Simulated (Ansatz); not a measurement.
# AlHCl₂F: nudged elastic band

- system: AlHCl₂F, multiplicity 2
- method: UKS PBE-D4/def2-SVP (Ansatz 0.2.0)

One setting was made poor on purpose. It belongs to a series of runs on one base structure; here: band between the two ends.

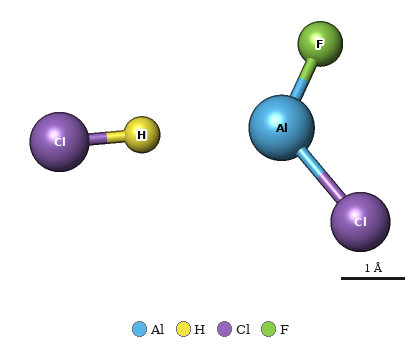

*The input geometry (ball-and-stick view, seen at a tilt). Sticks mark near contacts.*

Bond lengths as drawn: Al–Cl 2.11 Å, Al–F 1.68 Å and Cl–H 1.34 Å.

## The input
```yaml
crystal:
  periodic: [false, false, false]
  atoms:
    - { symbol: Al, position_ang: [0.051249, 0.0, -0.132015] }
    - { symbol: H, position_ang: [-0.026334, 0.0, 2.126906] }
    - { symbol: Cl, position_ang: [1.876929, 0.0, -1.194846] }
    - { symbol: F, position_ang: [-1.420222, 0.0, -0.934736] }
    - { symbol: Cl, position_ang: [-0.01392, 0.0, 3.464691] }
magnetization:
  spin_polarized: true
  initial_magnetization: 1
basis:
  gaussian: { orbitals: def2-SVP }
hamiltonian:
  xc: pbe
  dispersion: d4
neb:
  order_check: false
  images: 1
  f_tol: 0.05
  max_iterations: 60
  climbing: false
  final_atoms:
    - { symbol: Al, position_ang: [-0.06011059, 0.0, -0.13461976] }
    - { symbol: H, position_ang: [-0.20203049, 0.0, 2.14931601] }
    - { symbol: Cl, position_ang: [1.87734581, 0.0, -0.97185] }
    - { symbol: F, position_ang: [-1.42703535, 0.0, -1.10710348] }
    - { symbol: Cl, position_ang: [0.27953262, 0.0, 3.39425723] }
  initial_path:
    images:
      - { positions_ang: [[0.051249, 0.0, -0.132015], [-0.026334, 0.0, 2.126906], [1.876929, 0.0, -1.194846], [-1.420222, 0.0, -0.934736], [-0.01392, 0.0, 3.464691]] }
      - { positions_ang: [[0.00152974, 0.0, -0.00021301], [-0.0026259, 0.0, 1.80978222], [1.93528461, 0.0, -1.11077616], [-1.46002634, 0.0, -0.84857088], [-0.00646011, 0.0, 3.47977782]] }
      - { positions_ang: [[-0.06011059, 0.0, -0.13461976], [-0.20203049, 0.0, 2.14931601], [1.87734581, 0.0, -0.97185], [-1.42703535, 0.0, -1.10710348], [0.27953262, 0.0, 3.39425723]] }
```

Launch command:
```bash
ansatz run input.yaml --threads 2 --pin off --max-ram 3072MiB --backend cpu --events-out ev --progress --plain --runs-dir out
```

## Output
```
Engine: ansatz 0.2.0, aarch64-unknown-linux-gnu
Functional definition: PBE
  parameter kappa = 0.804
  parameter beta = 0.06672455060314922
  exchange = pbe_x(kappa = kappa, mu = beta*pi^2/3)
  correlation = pbe_c(beta = beta)
789 factors; their error is unknown
mean field evaluation 1: about -34346.4710 eV, gradient 2.8e1 eV
mean field evaluation 2: about -34312.2527 eV, gradient 1.0e2 eV
mean field evaluation 4: about -34349.1532 eV, gradient 6.1e0 eV
mean field evaluation 8: about -34349.2973 eV, gradient 4.7e-2 eV
mean field evaluation 16: about -34349.2973 eV, gradient 1.8e-5 eV
mean field -34349.29727415 eV, -1262.3133920351 hartree, gradient 1.8e-5 eV, S^2 0.751600; 0 other end points of the search recorded, 0 dependent functions left out
the calculation of the forces begins
reference -34349.29731167 eV, -1262.3133934140 hartree; 29, 28 occupied and 44, 45 virtual orbitals, 789 factors
789 factors; their error is unknown
mean field evaluation 32: about -34349.2968 eV, gradient 2.1e-5 eV
mean field -34349.29677746 eV, -1262.3133737821 hartree, gradient 2.1e-5 eV, S^2 0.751605; 0 other end points of the search recorded, 0 dependent functions left out
the calculation of the forces begins
reference -34349.29681504 eV, -1262.3133751630 hartree; 29, 28 occupied and 44, 45 virtual orbitals, 789 factors
NEB end point (image 0): max|allowed force component| = 2.783e-2 eV/Å (the criterion of neb.relax_end_points is 1.000e-2)
NEB end point (image 2): max|allowed force component| = 1.361e-2 eV/Å (the criterion of neb.relax_end_points is 1.000e-2)
789 factors; their error is unknown
mean field evaluation 64: about -34347.0564 eV, gradient 5.3e-2 eV
mean field -34348.88145493 eV, -1262.2981109604 hartree, gradient 5.9e-6 eV, S^2 0.752382; 4 other end points of the search recorded, 0 dependent functions left out
the calculation of the forces begins
reference -34348.88149001 eV, -1262.2981122497 hartree; 29, 28 occupied and 44, 45 virtual orbitals, 789 factors
NEB iter   1: max|band force component| = 1.426e0 eV/Å  barrier→ = 0.4215 eV  barrier← = 0.4239 eV  Δτ_max = 0.1997 Å  (192 SCF iters)
these checks for a lower state are left out or cut short: starts, cluster_reference, orbital_swaps, neighbouring_geometries, increment
789 factors; their error is unknown
mean field -34349.10793179 eV, -1262.3064338318 hartree, gradient 1.8e-5 eV, S^2 0.752010; 0 other end points of the search recorded, 0 dependent functions left out
the calculation of the forces begins
reference -34349.10796674 eV, -1262.3064351161 hartree; 29, 28 occupied and 44, 45 virtual orbitals, 789 factors
NEB iter   2: max|band force component| = 1.095e0 eV/Å  barrier→ = 0.1936 eV  barrier← = 0.1960 eV  Δτ_max = 0.0892 Å  (35 SCF iters)
these checks for a lower state are left out or cut short: starts, cluster_reference, orbital_swaps, neighbouring_geometries, increment
789 factors; their error is unknown
mean field -34349.18387657 eV, -1262.3092247509 hartree, gradient 2.1e-5 eV, S^2 0.751871; 0 other end points of the search recorded, 0 dependent functions left out
the calculation of the forces begins
reference -34349.18391203 eV, -1262.3092260539 hartree; 29, 28 occupied and 44, 45 virtual orbitals, 789 factors
NEB iter   3: max|band force component| = 5.960e-1 eV/Å  barrier→ = 0.1142 eV  barrier← = 0.1165 eV  Δτ_max = 0.1382 Å  (30 SCF iters)
these checks for a lower state are left out or cut short: starts, cluster_reference, orbital_swaps, neighbouring_geometries, increment
789 factors; their error is unknown
mean field evaluation 96: about -34349.1906 eV, gradient 4.3e0 eV
mean field -34349.25811842 eV, -1262.3119530887 hartree, gradient 2.5e-5 eV, S^2 0.751764; 0 other end points of the search recorded, 0 dependent functions left out
the calculation of the forces begins
reference -34349.25815498 eV, -1262.3119544322 hartree; 29, 28 occupied and 44, 45 virtual orbitals, 789 factors
NEB iter   4: max|band force component| = 5.089e-1 eV/Å  barrier→ = 0.0351 eV  barrier← = 0.0375 eV  Δτ_max = 0.0508 Å  (31 SCF iters)
these checks for a lower state are left out or cut short: starts, cluster_reference, orbital_swaps, neighbouring_geometries, increment
789 factors; their error is unknown
mean field -34349.28156571 eV, -1262.3128147607 hartree, gradient 8.2e-5 eV, S^2 0.751727; 0 other end points of the search recorded, 0 dependent functions left out
the calculation of the forces begins
reference -34349.28160242 eV, -1262.3128161097 hartree; 29, 28 occupied and 44, 45 virtual orbitals, 789 factors
NEB iter   5: max|band force component| = 2.109e-1 eV/Å  barrier→ = 0.0130 eV  barrier← = 0.0153 eV  Δτ_max = 0.1147 Å  (29 SCF iters)
these checks for a lower state are left out or cut short: starts, cluster_reference, orbital_swaps, neighbouring_geometries, increment
789 factors; their error is unknown
mean field -34349.26953744 eV, -1262.3123727298 hartree, gradient 1.5e-5 eV, S^2 0.751615; 0 other end points of the search recorded, 0 dependent functions left out
the calculation of the forces begins
reference -34349.26957467 eV, -1262.3123740979 hartree; 29, 28 occupied and 44, 45 virtual orbitals, 789 factors
NEB iter   6: max|band force component| = 1.130e0 eV/Å  barrier→ = 0.0258 eV  barrier← = 0.0281 eV  Δτ_max = 0.0459 Å  (29 SCF iters)
these checks for a lower state are left out or cut short: starts, cluster_reference, orbital_swaps, neighbouring_geometries, increment
789 factors; their error is unknown
mean field -34349.29442248 eV, -1262.3132872380 hartree, gradient 8.2e-5 eV, S^2 0.751632; 0 other end points of the search recorded, 0 dependent functions left out
the calculation of the forces begins
reference -34349.29445968 eV, -1262.3132886053 hartree; 29, 28 occupied and 44, 45 virtual orbitals, 789 factors
NEB iter   7: max|band force component| = 2.272e-1 eV/Å  barrier→ = 0.0019 eV  barrier← = 0.0042 eV  Δτ_max = 0.0123 Å  (28 SCF iters)
these checks for a lower state are left out or cut short: starts, cluster_reference, orbital_swaps, neighbouring_geometries, increment
789 factors; their error is unknown
mean field evaluation 128: about -34349.2965 eV, gradient 7.1e-5 eV
mean field -34349.29646010 eV, -1262.3133621194 hartree, gradient 7.1e-5 eV, S^2 0.751625; 0 other end points of the search recorded, 0 dependent functions left out
the calculation of the forces begins
reference -34349.29649733 eV, -1262.3133634875 hartree; 29, 28 occupied and 44, 45 virtual orbitals, 789 factors
NEB iter   8: max|band force component| = 1.006e-1 eV/Å  barrier→ = 0.0000 eV  barrier← = 0.0024 eV  Δτ_max = 0.0086 Å  (27 SCF iters)
these checks for a lower state are left out or cut short: starts, cluster_reference, orbital_swaps, neighbouring_geometries, increment
789 factors; their error is unknown
mean field -34349.29697717 eV, -1262.3133811212 hartree, gradient 6.9e-5 eV, S^2 0.751612; 0 other end points of the search recorded, 0 dependent functions left out
the calculation of the forces begins
reference -34349.29701447 eV, -1262.3133824921 hartree; 29, 28 occupied and 44, 45 virtual orbitals, 789 factors
789 factors; their error is unknown
mean field -34349.29697717 eV, -1262.3133811212 hartree, gradient 6.9e-5 eV, S^2 0.751612; 1 other end points of the search recorded, 0 dependent functions left out
the calculation of the forces begins
reference -34349.29701447 eV, -1262.3133824921 hartree; 29, 28 occupied and 44, 45 virtual orbitals, 789 factors
NEB iter   9: max|band force component| = 3.632e-2 eV/Å  barrier→ = 0.0000 eV  barrier← = 0.0024 eV  Δτ_max = 0.0000 Å  (58 SCF iters)
```

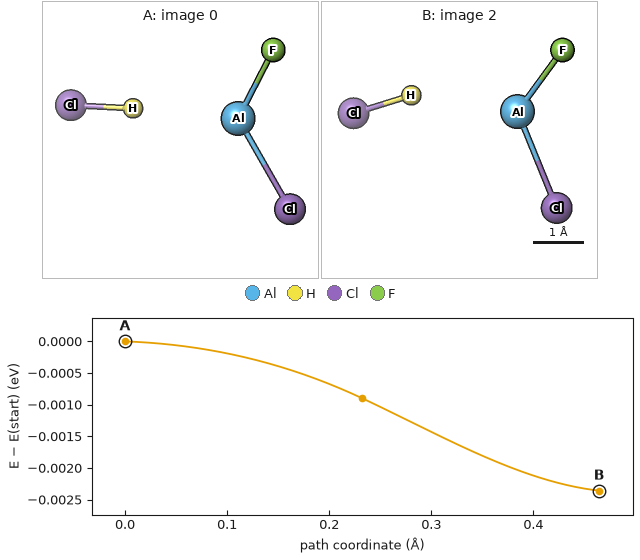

*Images of the last band (counted from 0; ball-and-stick, seen at an oblique angle) above the energy along the path; the line is a cubic interpolation that uses the forces.*

No image lies above both ends; the end is 0.002 eV below the start. The path is 0.46 Å long. The band converged in 9 iterations.

```
Total energy: -34349.40154683 eV, -1262.3172239853 hartree
Atom 0 at     0.051249     0.000000    -0.132015 Å, force     0.027833     0.000000     0.004923 eV/Å
Atom 1 at    -0.026334     0.000000     2.126906 Å, force     0.000852     0.000000     0.010998 eV/Å
Atom 2 at     1.876929     0.000000    -1.194846 Å, force    -0.013745    -0.000000     0.004915 eV/Å
Atom 3 at    -1.420222     0.000000    -0.934736 Å, force    -0.014545    -0.000000    -0.012307 eV/Å
Atom 4 at    -0.013920     0.000000     3.464691 Å, force    -0.000396    -0.000000    -0.008530 eV/Å
Dipole moment:     0.073482    -0.000000    -0.109927 e Å
this run last wrote the band of iteration 9 to [file]
```

## The last band as extended XYZ (Å, eV, eV/Å)
```
5
Properties=species:S:1:pos:R:3:forces:R:3 image=0 energy=-34349.40151
Al    0.0512    0.0000   -0.1320    0.0278   0.0000   0.0049
H    -0.0263    0.0000    2.1269    0.0009   0.0000   0.0110
Cl    1.8769    0.0000   -1.1948   -0.0137   0.0000   0.0049
F    -1.4202    0.0000   -0.9347   -0.0145   0.0000  -0.0123
Cl   -0.0139    0.0000    3.4647   -0.0004   0.0000  -0.0085
5
Properties=species:S:1:pos:R:3:forces:R:3 image=1 energy=-34349.40241
Al   -0.0027    0.0000   -0.1277    0.0345   0.0000  -0.0058
H    -0.1210    0.0000    2.1223   -0.0047   0.0000   0.0006
Cl    1.8815    0.0000   -1.0821   -0.0126   0.0000   0.0106
F    -1.4228    0.0000   -1.0183   -0.0236   0.0000  -0.0168
Cl    0.1328    0.0000    3.4358    0.0064   0.0000   0.0114
5
Properties=species:S:1:pos:R:3:forces:R:3 image=2 energy=-34349.40387
Al   -0.0601    0.0000   -0.1346   -0.0070   0.0000   0.0136
H    -0.2020    0.0000    2.1493    0.0004   0.0000   0.0001
Cl    1.8773    0.0000   -0.9718    0.0072   0.0000  -0.0058
F    -1.4270    0.0000   -1.1071   -0.0014   0.0000  -0.0076
Cl    0.2795    0.0000    3.3943    0.0008   0.0000  -0.0003
```

## Summary

| quantity | value |
| --- | --- |
| outcome | converged |
| barrier, forward | 0.000 eV |
| barrier, backward | 0.002 eV |
| hardware | 2 threads of Arm Neoverse V1, 24 GiB of memory available, shared host |
| wall time | 21 s (CPU time 41 s) |
| peak memory | 0.15 GiB |

A deliberately poor setting: few images. The order of the saddle point was not checked.
